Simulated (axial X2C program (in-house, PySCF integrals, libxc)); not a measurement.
# NSnN²⁺: bond lengths and stretches, held linear

How do method and spin–orbit coupling move the bonds and stretches of NSnN²⁺, held linear?

The runs use an in-house X2C program for linear molecules on PySCF integrals; all-electron X2C, two-component (2c) or spin-free, N dyall-av3z, Sn dyall-v3z.

All values are calculated.

2 further runs of the same task are left out: 2 set aside as unsound or not needed.

### Step 1. Input

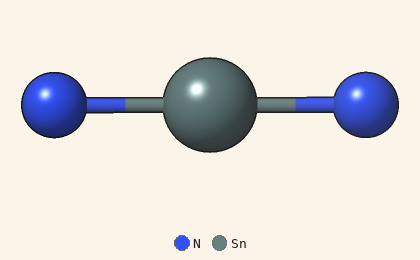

The atoms on one line, bonds 1.900 and 1.900 Å (nitrogen blue, tin teal).

Contents of task.json:

```json
{"zs": [7, 50, 7], "q": 2, "bas": ["dyall-av3z", "dyall-v3z", "dyall-av3z"], "r0": [1.9, 1.9], "symm": 1, "scan": ["PBE0", "HF", "BHandHLYP"], "levels": ["PBE0", "HF", "B3LYP"], "nst": 2}
```

Keys: zs atomic numbers; q charge; bas basis sets; r0 starting distance in Å; symm equal bonds; scan levels of the two-bond scan (MP2 follows by itself at each HF point); levels methods; nst determinants followed.

The run is started by

```
> python solin.py task.json out
```

Masses N 14.003, Sn 119.902, N 14.003 u.

### Step 2. Scan at HF, 2c

State: Ω = 2 (beyond evenly filled blocks: 2 × ω = -1/2, 2 × ω = 3/2). Energies above the lowest point, from the job's result record:

| r(N–Sn) (Å) | r(Sn–N) (Å) | E (meV) |
| --- | --- | --- |
| 2.1060 | 2.1060 | 26.70 |
| 2.1060 | 2.1600 | 13.61 |
| 2.1060 | 2.2140 | 24.29 |
| 2.1600 | 2.1060 | 13.61 |
| 2.1600 | 2.1600 | 0.00 |
| 2.1600 | 2.2140 | 10.40 |
| 2.1600 | 2.2680 | 38.22 |
| 2.2140 | 2.1060 | 24.29 |
| 2.2140 | 2.1600 | 10.40 |
| 2.2140 | 2.2140 | 20.69 |
| 2.2680 | 2.1600 | 38.22 |
| 2.2680 | 2.2680 | 76.64 |

A quadratic surface with cubic terms in each bond gives the minimum at 2.161 and 2.161 Å, force constants 1.32, 1.32 and coupling -0.01 mdyn/Å.

### Step 3. Scan at BHandHLYP, 2c

State: Ω = 2 (beyond evenly filled blocks: 2 × ω = -1/2, 2 × ω = 3/2). Energies above the lowest point, from the job's result record:

| r(N–Sn) (Å) | r(Sn–N) (Å) | E (meV) |
| --- | --- | --- |
| 2.1060 | 2.1060 | 25.58 |
| 2.1060 | 2.1600 | 13.21 |
| 2.1060 | 2.2140 | 25.86 |
| 2.1600 | 2.1060 | 13.21 |
| 2.1600 | 2.1600 | 0.00 |
| 2.1600 | 2.2140 | 12.01 |
| 2.1600 | 2.2680 | 42.53 |
| 2.2140 | 2.1060 | 25.86 |
| 2.2140 | 2.1600 | 12.01 |
| 2.2140 | 2.2140 | 23.52 |
| 2.2680 | 2.1600 | 42.53 |
| 2.2680 | 2.2680 | 83.56 |

A quadratic surface with cubic terms in each bond gives the minimum at 2.159 and 2.159 Å, force constants 1.4, 1.4 and coupling -0.03 mdyn/Å.

### Step 4. Scan at MP2, 2c

State: Ω = 2 (beyond evenly filled blocks: 2 × ω = -1/2, 2 × ω = 3/2). Energies above the lowest point, from the job's result record:

| r(N–Sn) (Å) | r(Sn–N) (Å) | E (meV) |
| --- | --- | --- |
| 2.1060 | 2.1060 | 7.99 |
| 2.1060 | 2.1600 | 5.02 |
| 2.1060 | 2.2140 | 30.16 |
| 2.1600 | 2.1060 | 5.02 |
| 2.1600 | 2.1600 | 0.00 |
| 2.1600 | 2.2140 | 23.46 |
| 2.1600 | 2.2680 | 68.27 |
| 2.2140 | 2.1060 | 30.16 |
| 2.2140 | 2.1600 | 23.46 |
| 2.2140 | 2.2140 | 45.65 |
| 2.2680 | 2.1600 | 68.27 |
| 2.2680 | 2.2680 | 132.52 |

A quadratic surface with cubic terms in each bond gives the minimum at 2.140 and 2.140 Å, force constants 1.73, 1.73 and coupling -0.07 mdyn/Å.

### Step 5. The levels side by side

| level | r(N–Sn) (Å) | r(Sn–N) (Å) | lower stretch (cm⁻¹) | upper stretch (cm⁻¹) |
| --- | --- | --- | --- | --- |
| HF, 2c | 2.161 | 2.161 | 398.7 | 445.0 |
| BHandHLYP, 2c | 2.159 | 2.159 | 407.6 | 461.8 |
| MP2, 2c | 2.140 | 2.140 | 447.8 | 518.7 |
| HF, spin-free | 2.160 | 2.160 | 400.4 | 445.4 |
| BHandHLYP, spin-free | 2.158 | 2.158 | 408.0 | 462.0 |
| MP2, spin-free | 2.141 | 2.141 | 444.6 | 518.8 |

Scans not shown above were run alike.

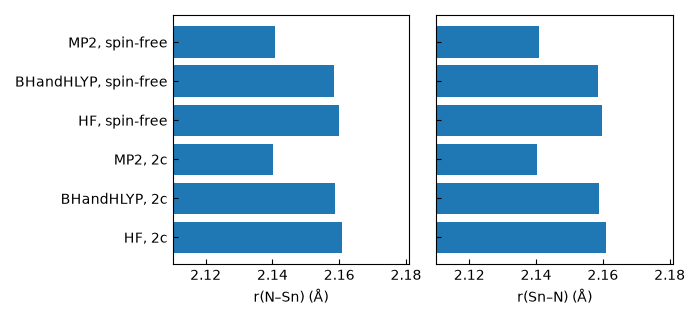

The two bond lengths by level.

What this shows: Over the levels the N–Sn bond spans 2.140 to 2.161 Å and the Sn–N bond 2.140 to 2.161 Å. At HF going from spin-free to two-component moves the bonds by +0.001 and +0.001 Å. Each state is one determinant, the lowest of a limited PBE0 search; the stretches come from a fit to few points and are good to some per cent at best. The stretches are sorted by size, and where the two bonds are alike the symmetric and antisymmetric modes can swap order between levels. MP2 freezes inner shells (threshold -2 hartree). A multiply charged ion may be only metastable. The molecule was held linear; bending was not examined, so a bent shape may lie lower. Open-shell Ω = 0 determinants with evenly filled partner blocks cannot be reached by this program, so the Ω shown need not be the lowest component. Note: several unpaired electrons, one determinant need not be a pure state.
